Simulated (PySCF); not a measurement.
**InCl (SMILES [Cl][In]): levels of theory compared**

Aim: a comparison of 3 runs (MP2/STO-3G, CISD/STO-3G, FCI/STO-3G) of InCl. 

Program for the calculation: PySCF 2.14.0.

8 further runs of the same task are left out: 8 set aside as unsound or not needed.

### Step 1. The structure to begin with

InCl: 2 atoms, total charge 0, spin state singlet. SMILES: `[Cl][In]`. The Cl1–In2 distance was set to 2.863 Å, away from the relaxed value.

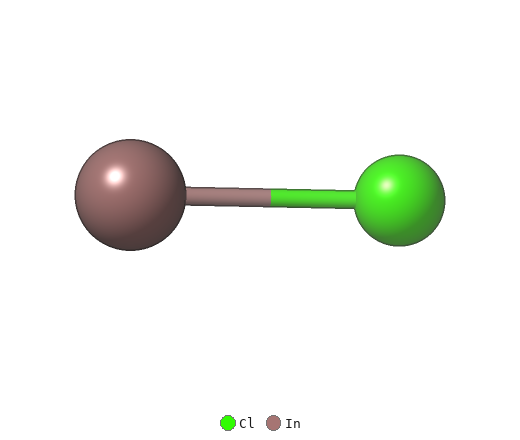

The structure, seen from a chosen angle (chlorine green, indium brown).

### Step 2. The energy at MP2/STO-3G (run 1)

File start.xyz:

```xyz
2
ClIn
Cl     0.000000     0.000000    -0.477140
In     0.000000     0.000000     2.385660
```

File calc.py:

```python
from pyscf import gto, mp

mol = gto.M(
    atom='start.xyz',
    basis='sto-3g',
    verbose=4,
    charge=0,
    max_memory=1860,
)

mf = mol.RHF()
mf.conv_tol = 1e-10
mf.kernel()
if not mf.converged:
    mf = mf.newton().run(mf.mo_coeff, mf.mo_occ)

pt = mp.MP2(mf, frozen=23).run()
energy = pt.e_tot
print('Final energy', energy)
```

Run with:

```sh
OMP_NUM_THREADS=1 python calc.py
```

The log of the run:

```text
PySCF version 2.14.0

[INPUT] num. atoms = 2
[INPUT] num. electrons = 66
[INPUT] charge = 0
[INPUT] spin (= nelec alpha-beta = 2S) = 0
[INPUT] symmetry False subgroup None
[INPUT] Mole.unit = angstrom
[INPUT] Symbol           X                Y                Z      unit          X                Y                Z       unit  Magmom
[INPUT]  1 Cl     0.000000000000   0.000000000000  -0.477140000000 AA    0.000000000000   0.000000000000  -0.901663923075 Bohr   0.0
[INPUT]  2 In     0.000000000000   0.000000000000   2.385660000000 AA    0.000000000000   0.000000000000   4.508244026330 Bohr   0.0

nuclear repulsion = 153.976741894774
number of shells = 16
number of NR pGTOs = 108
number of NR cGTOs = 36
basis = sto-3g
ecp = {}

******** <class 'pyscf.scf.hf.RHF'> ********
method = RHF
initial guess = minao
damping factor = 0
level_shift factor = 0
DIIS = <class 'pyscf.scf.diis.CDIIS'>
diis_start_cycle = 1
diis_space = 8
diis_damp = 0
SCF conv_tol = 1e-10
SCF conv_tol_grad = None
SCF max_cycles = 50
direct_scf = True
direct_scf_tol = 1e-13
Set gradient conv threshold to 1e-05
Initial guess from minao.
init E= -6121.31365599146
  HOMO = -0.583220836005609  LUMO = -0.251707666640235  gap/eV = 9.02093
cycle= 1 E= -6137.44633149048  delta_E= -16.1  |g|= 0.255  |ddm|= 1.27
  HOMO = -0.189162087226673  LUMO = 0.150577178463333  gap/eV = 9.24478
cycle= 2 E= -6137.47530093358  delta_E= -0.029  |g|= 0.0294  |ddm|= 0.574
  HOMO = -0.210782560842241  LUMO = 0.169503829870139  gap/eV = 10.34812
cycle= 3 E= -6137.47588469806  delta_E= -0.000584  |g|= 0.00551  |ddm|= 0.0832
  HOMO = -0.210162769538743  LUMO = 0.168358793412374  gap/eV = 10.30010
cycle= 4 E= -6137.47593619834  delta_E= -5.15e-05  |g|= 0.00172  |ddm|= 0.0262
  HOMO = -0.210118642164151  LUMO = 0.16869449457566  gap/eV = 10.30803
cycle= 5 E= -6137.47594166638  delta_E= -5.47e-06  |g|= 0.000215  |ddm|= 0.0107
  HOMO = -0.210061513763887  LUMO = 0.168743060826216  gap/eV = 10.30780
cycle= 6 E= -6137.47594172886  delta_E= -6.25e-08  |g|= 4.52e-05  |ddm|= 0.00102
  HOMO = -0.210065053892312  LUMO = 0.168734552151026  gap/eV = 10.30766
cycle= 7 E= -6137.47594173167  delta_E= -2.81e-09  |g|= 1.38e-05  |ddm|= 0.00017
  HOMO = -0.21006541661205  LUMO = 0.16873648031919  gap/eV = 10.30772
cycle= 8 E= -6137.47594173194  delta_E= -2.78e-10  |g|= 9.25e-07  |ddm|= 7.09e-05
  HOMO = -0.21006543915125  LUMO = 0.168736290541334  gap/eV = 10.30772
cycle= 9 E= -6137.47594173194  delta_E=    0  |g|= 2.31e-07  |ddm|= 3.11e-06
  HOMO = -0.210065416501388  LUMO = 0.168736303038954  gap/eV = 10.30772
Extra cycle  E= -6137.47594173195  delta_E= -1.82e-12  |g|= 1.05e-07  |ddm|= 6.25e-07
converged SCF energy = -6137.47594173195

******** <class 'pyscf.mp.mp2.RMP2'> ********
nocc = 10, nmo = 13
frozen orbitals 23
E(RMP2) = -6137.50166152456  E_corr = -0.0257197926191123
E(SCS-RMP2) = -6137.50586999526  E_corr = -0.029928263309428
E_corr(same-spin) = -0.0010794090386616
E_corr(oppo-spin) = -0.0246403835804507
Final energy -6137.501661524565
```

It took 0.99 s on 1 thread of Arm Neoverse V1, shared host; peak memory 0.12 GiB.

### Step 3. The energy at CISD/STO-3G (run 2)

File job.py:

```python
from pyscf import gto, ci

molecule = gto.M(
    atom=[
    ('Cl', (0.000000, 0.000000, -0.477140)),
    ('In', (0.000000, 0.000000, 2.385660)),
],
    charge=0,
    verbose=3,
    max_memory=1860,
    spin=0,
    basis='sto-3g',
)

myscf = molecule.RHF()
myscf.conv_tol = 1e-10
myscf.kernel()
if not myscf.converged:
    myscf = myscf.newton().run(myscf.mo_coeff, myscf.mo_occ)

cisd = ci.CISD(myscf, frozen=23)
cisd.kernel()
e_tot = cisd.e_tot
print(f'total energy: {e_tot:.8f} hartree')
```

Run with:

```sh
OMP_NUM_THREADS=1 python job.py
```

The log of the run:

```text
converged SCF energy = -6137.47594173195
E(RCISD) = -6137.515550272495  E_corr = -0.03960854054885034
total energy: -6137.51555027 hartree
```

It took 1 s on 1 thread of Arm Neoverse V1, shared host; peak memory 0.12 GiB.

### Step 4. A single-point energy at FCI/STO-3G (run 3)

File job.py:

```python
from pyscf import gto, mcscf
from pyscf import fci

mol = gto.M(
    atom='''
Cl   0.000000   0.000000  -0.477140
In   0.000000   0.000000   2.385660
''',
    basis='sto-3g',
    spin=0,
    max_memory=1860,
    verbose=4,
)

myscf = mol.RHF()
myscf.conv_tol = 1e-10
myscf.kernel()
if not myscf.converged:
    myscf = myscf.newton().run(myscf.mo_coeff, myscf.mo_occ)

cas = mcscf.CASCI(myscf, myscf.mo_coeff.shape[-1] - 23, (mol.nelec[0] - 23, mol.nelec[1] - 23))  # full CI above the frozen core
cas.fcisolver = fci.direct_spin0.FCI(mol)  # even spin states alone
cas.kernel()
print('<S^2> = %.4f' % cas.fcisolver.spin_square(cas.ci, cas.ncas, cas.nelecas)[0])
energy = cas.e_tot
print('E = %.10f Eh' % energy)
```

Run with:

```sh
OMP_NUM_THREADS=1 python job.py
```

The log of the run:

```text
PySCF version 2.14.0

[INPUT] num. atoms = 2
[INPUT] num. electrons = 66
[INPUT] charge = 0
[INPUT] spin (= nelec alpha-beta = 2S) = 0
[INPUT] symmetry False subgroup None
[INPUT] Mole.unit = angstrom
[INPUT] Symbol           X                Y                Z      unit          X                Y                Z       unit  Magmom
[INPUT]  1 Cl     0.000000000000   0.000000000000  -0.477140000000 AA    0.000000000000   0.000000000000  -0.901663923075 Bohr   0.0
[INPUT]  2 In     0.000000000000   0.000000000000   2.385660000000 AA    0.000000000000   0.000000000000   4.508244026330 Bohr   0.0

nuclear repulsion = 153.976741894774
number of shells = 16
number of NR pGTOs = 108
number of NR cGTOs = 36
basis = sto-3g
ecp = {}

******** <class 'pyscf.scf.hf.RHF'> ********
method = RHF
initial guess = minao
damping factor = 0
level_shift factor = 0
DIIS = <class 'pyscf.scf.diis.CDIIS'>
diis_start_cycle = 1
diis_space = 8
diis_damp = 0
SCF conv_tol = 1e-10
SCF conv_tol_grad = None
SCF max_cycles = 50
direct_scf = True
direct_scf_tol = 1e-13
Set gradient conv threshold to 1e-05
[... 1 set-up line as earlier in the session ...]
init E= -6121.31365599146
  HOMO = -0.583220836005609  LUMO = -0.251707666640235  gap/eV = 9.02093
cycle= 1 E= -6137.44633149048  delta_E= -16.1  |g|= 0.255  |ddm|= 1.27
  HOMO = -0.189162087226673  LUMO = 0.150577178463333  gap/eV = 9.24478
cycle= 2 E= -6137.47530093358  delta_E= -0.029  |g|= 0.0294  |ddm|= 0.574
  HOMO = -0.210782560842241  LUMO = 0.169503829870139  gap/eV = 10.34812
cycle= 3 E= -6137.47588469806  delta_E= -0.000584  |g|= 0.00551  |ddm|= 0.0832
  HOMO = -0.210162769538743  LUMO = 0.168358793412374  gap/eV = 10.30010
cycle= 4 E= -6137.47593619834  delta_E= -5.15e-05  |g|= 0.00172  |ddm|= 0.0262
  HOMO = -0.210118642164151  LUMO = 0.16869449457566  gap/eV = 10.30803
cycle= 5 E= -6137.47594166638  delta_E= -5.47e-06  |g|= 0.000215  |ddm|= 0.0107
  HOMO = -0.210061513763887  LUMO = 0.168743060826216  gap/eV = 10.30780
cycle= 6 E= -6137.47594172886  delta_E= -6.25e-08  |g|= 4.52e-05  |ddm|= 0.00102
  HOMO = -0.210065053892312  LUMO = 0.168734552151026  gap/eV = 10.30766
cycle= 7 E= -6137.47594173167  delta_E= -2.81e-09  |g|= 1.38e-05  |ddm|= 0.00017
  HOMO = -0.21006541661205  LUMO = 0.16873648031919  gap/eV = 10.30772
cycle= 8 E= -6137.47594173194  delta_E= -2.78e-10  |g|= 9.25e-07  |ddm|= 7.09e-05
  HOMO = -0.21006543915125  LUMO = 0.168736290541334  gap/eV = 10.30772
cycle= 9 E= -6137.47594173194  delta_E=    0  |g|= 2.31e-07  |ddm|= 3.11e-06
  HOMO = -0.210065416501388  LUMO = 0.168736303038954  gap/eV = 10.30772
Extra cycle  E= -6137.47594173195  delta_E= -1.82e-12  |g|= 1.05e-07  |ddm|= 6.25e-07
converged SCF energy = -6137.47594173195

******** <class 'pyscf.mcscf.casci.CASCI'> ********
CAS (10e+10e, 13o), ncore = 23, nvir = 0
natorb = False
canonicalization = True
sorting_mo_energy = False
******** <class 'pyscf.fci.direct_spin0.FCISolver'> ********
max. cycles = 100
conv_tol = 1e-10
davidson only = False
linear dependence = 1e-14
level shift = 0.001
max iter space = 12
nroots = 1
pspace_size = 400
spin = None
Density matrix diagonal elements [1.99935393 1.99965899 1.99965899 1.99976621 1.99976621 1.99974993
 1.94318118 1.99619118 1.99619118 1.92045286 0.0537149  0.0537149
 0.03859956]
CASCI converged
CASCI E = -6137.51699894103  E(CI) = -88.8022603224781  S^2 = 0.0000000
<S^2> = 0.0000
E = -6137.5169989410 Eh
```

Wall time 2.1 s (1 thread of Arm Neoverse V1, shared host); peak memory 0.14 GiB.

### Step 5. The series

| run | level | energy (Eh) | dipole moment (D) of the reference | HOMO energy (eV) | LUMO energy (eV) | wall time |
| --- | --- | --- | --- | --- | --- | --- |
| 1 | MP2/STO-3G | -6137.501662 | 6.75 | -5.72 | 4.59 | 0.99 s |
| 2 | CISD/STO-3G | -6137.515550 | 6.75 | -5.72 | 4.59 | 1 s |
| 3 | FCI/STO-3G | -6137.516999 | 6.75 | -5.72 | 4.59 | 2.1 s |

### Step 6. What came out

| quantity | value |
| --- | --- |
| run 3: total energy | -6137.51700 Eh |
| run 3: dipole moment (Hartree–Fock density) | 6.75 D |
| run 3: HOMO energy (Hartree–Fock orbitals) | -5.72 eV |
| run 3: LUMO energy (Hartree–Fock orbitals) | 4.59 eV |
| run 3: HOMO–LUMO gap (Hartree–Fock orbitals) | 10.31 eV |
| run 3: correlation energy (23 core orbitals frozen) | -41.1 mEh |

In words: Against full CI in this basis: MP2 +15.3 mEh; CISD +1.4 mEh. In runs 1, 2, 3 the basis is minimal, so the values are rough. In runs 1, 2, 3 relativity is left out where basis or elements ask for it. All runs together took 4.2 s, the longest 2.1 s.
